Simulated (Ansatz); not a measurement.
**NH3 (singlet): correlated methods under varied settings at distance N1–H4 = 1.637 Å**

What do other methods and options give for NH3 (singlet) at this geometry, and how long do they take?

Computed with Ansatz 0.2.0, Gaussian basis. Level: the settings change from run to run.

15 further runs of the same task are left out: 2 for a known fault of the program, 10 that didn't finish, 3 set aside as unsound or not needed.

### 1 What is computed

The geometry derives from a PBE0/def2-TZVP stationary point (not a proven minimum). One bond is set to the value named and the two fragments are kept rigid.

4 atoms, charge 0, spin multiplicity 1.

Atoms are counted from 1 here; the program's logs count them from 0.

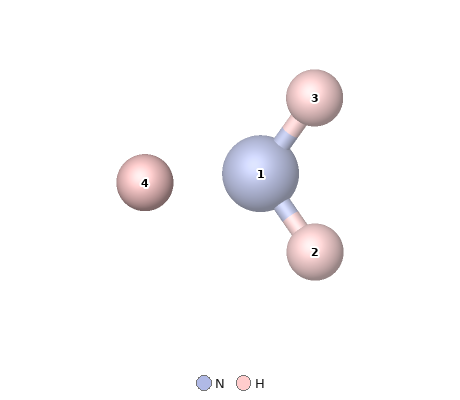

The structure; nitrogen light blue, hydrogen pink; atoms are numbered from 1 in the order of the file.

### 2 BCCD(T) on UHF/6-31G

File in.yaml:

```yaml
crystal:
  periodic: [false, false, false]
  atoms:
    - {symbol: N, position_ang: [0.017180, 0.029869, -0.080334]}
    - {symbol: H, position_ang: [0.955366, 0.042894, 0.300078]}
    - {symbol: H, position_ang: [-0.465767, 0.838151, 0.291850]}
    - {symbol: H, position_ang: [-0.728336, -1.296119, 0.524422]}
basis:
  gaussian: {orbitals: 6-31G, point_charges: [{charge: 1.00, position_ang: [5.288, 0.780, -0.259]}]}
magnetization: {spin_polarized: true, initial_magnetization: 0}
correlation: {method: bccd_t, electrons: outside_noble_gas, diis_vectors: 12}
```

Command:

```sh
ansatz run in.yaml --threads 1 --pin off --events-out ev --progress --plain --max-ram 2393MiB
```

What it wrote, shortened:

```text
Functional definition: HF
  name "HF"
  cite "Fock, Z. Phys. 61, 126 (1930) doi:10.1007/BF01340294"
  parent pbe
[...]
228 factors; integrals over basis functions are off by at most 3.2e-4 eV
[...]
mean field -1525.16597118 eV, -56.0488156463 hartree, gradient 3.6e-6 eV, S^2 0.462294; 4 other end points of the search recorded, 0 dependent functions left out
determinant -1525.16597118 eV, -56.0488156463 hartree, with singles and doubles -1529.09373270 eV, -56.1931582197 hartree
determinant -1522.43919905 eV, -55.9486086187 hartree, with singles and doubles -1525.43253855 eV, -56.0586118165 hartree
1 core orbitals not correlated: weight in the atoms' cores, before any rotation towards them, 1.000 or more for the frozen orbitals, at most 0.000 for the correlated occupied ones
reference -1525.16597118 eV, -56.0488156463 hartree; 4, 4 occupied and 10, 10 virtual orbitals, 228 factors
second order -2.89114473 eV of doubles, -0.00000000 eV of singles
cycle   1  -4.06779022 eV  change   -1.4e-1 eV  update   6.0e-2
[...]
cycle  14  -3.95997318 eV  change    2.5e-6 eV  update   1.8e-6
perturbative correction -0.09601274 eV, -0.0035284030 hartree
Total energy: -1529.22195710 eV, -56.1978703796 hartree
```

Run time: 0.3 s. Hardware: 1 thread of Arm Neoverse V2, shared host.

From the report: ⟨S²⟩ of the determinant 0.462 (pure singlet: 0.00); correlation -4.0560 eV; largest double amplitude 0.12.

### 3 BCCD/6-31G

File in.yaml:

```yaml
crystal:
  periodic: [false, false, false]
  atoms:
    - {symbol: N, position_ang: [0.017180, 0.029869, -0.080334]}
    - {symbol: H, position_ang: [0.955366, 0.042894, 0.300078]}
    - {symbol: H, position_ang: [-0.465767, 0.838151, 0.291850]}
    - {symbol: H, position_ang: [-0.728336, -1.296119, 0.524422]}
basis:
  gaussian: {orbitals: 6-31G}
magnetization: {spin_polarized: false}
hamiltonian: {xc: {name: B3LYP}}
correlation: {method: bccd, electrons: outside_noble_gas}
output: {forces: true}
```

Same command.

What it wrote, shortened:

```text
Functional definition: B3LYP
  name "B3LYP"
  cite "Stephens, Devlin, Chabalowski & Frisch, J. Phys. Chem. 98, 11623 (1994) doi:10.1021/j100096a001"
  cite "Becke, Phys. Rev. A 38, 3098 (1988) doi:10.1103/PhysRevA.38.3098"
  cite "Lee, Yang & Parr, Phys. Rev. B 37, 785 (1988) doi:10.1103/PhysRevB.37.785"
  cite "Vosko, Wilk & Nusair, Can. J. Phys. 58, 1200 (1980) doi:10.1139/p80-159"
[...]
228 factors; integrals over basis functions are off by at most 2.8e-4 eV
[...]
mean field -1535.47228082 eV, -56.4275655397 hartree, gradient 7.8e-7 eV, S^2 0.000000; 0 other end points of the search recorded, 0 dependent functions left out
1 core orbitals not correlated: weight in the atoms' cores, before any rotation towards them, 1.000 or more for the frozen orbitals, at most 0.000 for the correlated occupied ones
reference -1524.77507352 eV, -56.0344504223 hartree; 4, 4 occupied and 10, 10 virtual orbitals, 228 factors
second order -3.83037469 eV of doubles, -0.12275152 eV of singles
cycle   1  -4.06745054 eV  change   -1.2e-1 eV  update   6.9e-2
[...]
cycle  11  -4.38281052 eV  change    2.4e-6 eV  update   2.6e-6
[...]
Total energy: -1529.15788404 eV, -56.1955157381 hartree
Atom 0 at     0.017180     0.029869    -0.080334 Å, force    -1.786810    -3.192438     0.059132 eV/Å
Atom 1 at     0.955366     0.042894     0.300078 Å, force     0.659578    -0.647373     0.565497 eV/Å
Atom 2 at    -0.465767     0.838151     0.291850 Å, force    -0.901700     0.226308     0.556458 eV/Å
Atom 3 at    -0.728336    -1.296119     0.524422 Å, force     2.028931     3.613504    -1.181087 eV/Å
Dipole moment:     0.064049     0.118823     0.421958 e Å
```

Run time: 0.54 s. Hardware: 1 thread of Arm Neoverse V2, shared host.

From the report: correlation -4.3828 eV; largest double amplitude 0.13.

### 4 CCSDT(Q)/B/6-31G

in.yaml, as its differences from that of step 3:

```diff
@@ -9,5 +9,5 @@
   gaussian: {orbitals: 6-31G}
-magnetization: {spin_polarized: false}
-hamiltonian: {xc: {name: B3LYP}}
-correlation: {method: bccd, electrons: outside_noble_gas}
+magnetization: {spin_polarized: true, initial_magnetization: 0}
+hamiltonian: {xc: {name: r2SCAN}}
+correlation: {method: ccsdt_q_b, electrons: outside_noble_gas}
 output: {forces: true}
```

Same command.

What it wrote, shortened:

```text
Functional definition: r2SCAN
  name "r2SCAN"
  cite "Furness, Kaplan, Ning, Perdew & Sun, J. Phys. Chem. Lett. 11, 8208 (2020) doi:10.1021/acs.jpclett.0c02405"
  cite "Furness, Kaplan, Ning, Perdew & Sun, J. Phys. Chem. Lett. 11, 9248 (2020) doi:10.1021/acs.jpclett.0c03077"
  parent r2scan
[...]
344 factors; integrals over basis functions are off by at most 1.9e-7 eV
[...]
mean field -1534.38265779 eV, -56.3875226317 hartree, gradient 6.4e-7 eV, S^2 0.000000; 4 other end points of the search recorded, 0 dependent functions left out
1 core orbitals not correlated: weight in the atoms' cores, before any rotation towards them, 1.000 or more for the frozen orbitals, at most 0.000 for the correlated occupied ones
reference -1524.79671377 eV, -56.0352456867 hartree; 4, 4 occupied and 10, 10 virtual orbitals, 344 factors
second order -3.81514981 eV of doubles, -0.09876926 eV of singles
cycle   1  -4.04484961 eV  change   -1.4e-1 eV  update   7.0e-2
[...]
cycle  15  -4.46588933 eV  change    2.4e-7 eV  update   8.2e-8
perturbative correction -0.01453888 eV, -0.0005342940 hartree
[...]
Total energy: -1529.27714198 eV, -56.1998983864 hartree
Atom 0 at     0.017180     0.029869    -0.080334 Å, force    -1.748255    -3.125063    -0.088028 eV/Å
Atom 1 at     0.955366     0.042894     0.300078 Å, force     0.736502    -0.645262     0.605745 eV/Å
Atom 2 at    -0.465767     0.838151     0.291850 Å, force    -0.940488     0.293171     0.596035 eV/Å
Atom 3 at    -0.728336    -1.296119     0.524422 Å, force     1.952240     3.477153    -1.113752 eV/Å
Dipole moment:     0.068347     0.126441     0.415968 e Å
```

It took 7.5 s on 1 thread of Arm Neoverse V2, shared host.

From the report: ⟨S²⟩ of the determinant 0.000 (pure singlet: 0.00); correlation -4.4804 eV; T1 0.008; largest double amplitude 0.13. The orbitals are Kohn-Sham ones, so correlation energy and T1 don't compare with those on Hartree-Fock orbitals.

### 5 BCCD(T) on RHF/x2c-TZVPPall

in.yaml, as its differences from that of step 4:

```diff
@@ -8,6 +8,5 @@
 basis:
-  gaussian: {orbitals: 6-31G}
-magnetization: {spin_polarized: true, initial_magnetization: 0}
-hamiltonian: {xc: {name: r2SCAN}}
-correlation: {method: ccsdt_q_b, electrons: outside_noble_gas}
+  gaussian: {orbitals: x2c-TZVPPall}
+magnetization: {spin_polarized: false}
+correlation: {method: bccd_t, electrons: outside_noble_gas}
 output: {forces: true}
```

The command is unchanged.

What it wrote, shortened:

```text
Functional definition: HF
  name "HF"
  cite "Fock, Z. Phys. 61, 126 (1930) doi:10.1007/BF01340294"
  parent pbe
[...]
424 factors; integrals over basis functions are off by at most 9.2e-4 eV
[...]
mean field -1527.22305476 eV, -56.1244120736 hartree, gradient 3.1e-6 eV, S^2 0.000000; 0 other end points of the search recorded, 0 dependent functions left out; unrestricted orbitals would lower it
1 core orbitals not correlated: weight in the atoms' cores, before any rotation towards them, 1.000 or more for the frozen orbitals, at most 0.000 for the correlated occupied ones
reference -1527.22305476 eV, -56.1244120736 hartree; 4, 4 occupied and 68, 68 virtual orbitals, 424 factors
second order -6.75198045 eV of doubles, -0.00000000 eV of singles
cycle   1  -6.90573273 eV  change   -1.5e-1 eV  update   7.0e-2
[...]
cycle  12  -7.22062653 eV  change    3.2e-6 eV  update   1.8e-6
perturbative correction -0.30702329 eV, -0.0112828980 hartree
[...]
Total energy: -1534.75070459 eV, -56.4010481024 hartree
Relativity: scalar
Atom 0 at     0.017180     0.029869    -0.080334 Å, force    -1.832254    -3.274106     0.014846 eV/Å
Atom 1 at     0.955366     0.042894     0.300078 Å, force     0.003461    -0.420602     0.607222 eV/Å
Atom 2 at    -0.465767     0.838151     0.291850 Å, force    -0.365633    -0.214059     0.605085 eV/Å
Atom 3 at    -0.728336    -1.296119     0.524422 Å, force     2.194425     3.908767    -1.227154 eV/Å
Dipole moment:     0.035453     0.066435     0.297695 e Å
```

It took 4.2 s on 1 thread of Arm Neoverse V2, shared host; peak memory 0.27 GiB.

From the report: correlation -7.5276 eV; largest double amplitude 0.10.

### 6 The runs in one table

Where basis and cores are those of an earlier FCI/6-31G run (-1529.2877 eV), and the state is the same kind, the miss against it is given.

```csv
level,correlated,functions,energy (eV),from FCI (meV),time
BCCD(T) on UHF/6-31G (beside a point charge),outside noble gas,15,-1529.2220,,0.3 s
BCCD/6-31G (on B3LYP orbitals),outside noble gas,15,-1529.1579,129.8,0.54 s
CCSDT(Q)/B/6-31G (on r2SCAN orbitals),outside noble gas,15,-1529.2771,10.6,7.5 s
BCCD(T) on RHF/x2c-TZVPPall,outside noble gas,73,-1534.7507,,4.2 s
```

### 7 Summary of results

| quantity | value |
| --- | --- |
| runs | 4 |
| quickest | BCCD(T) on UHF/6-31G (beside a point charge), 0.3 s |
| slowest | CCSDT(Q)/B/6-31G (on r2SCAN orbitals), 7.5 s |

Total energies in different bases, with other cores or another treatment of relativity can't be set against each other. CCSDT(Q)/B/6-31G (on r2SCAN orbitals) took 25 times as long as BCCD(T) on UHF/6-31G (beside a point charge); the jobs differ in more than the method. Among the correlated runs with a miss given, it spans +11 to +130 meV. Cores frozen from Kohn-Sham orbitals shift the total energy.
